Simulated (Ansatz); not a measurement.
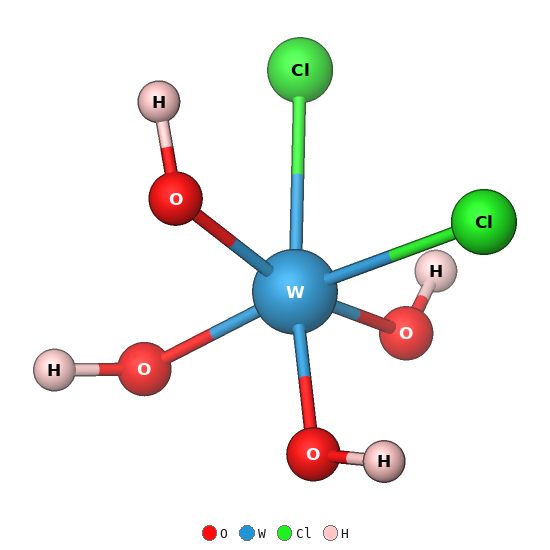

Distant atoms are faded towards the background colour. Charge 0, singlet. The computed structure is the end point of a PBE0-D4/def2-TZVP optimisation.

List the symmetry elements and name the point group.

Answer. It has no symmetry element but the identity, so the point group is C1. The group has 1 operation. The geometry is chiral, and symmetry allows a dipole moment.
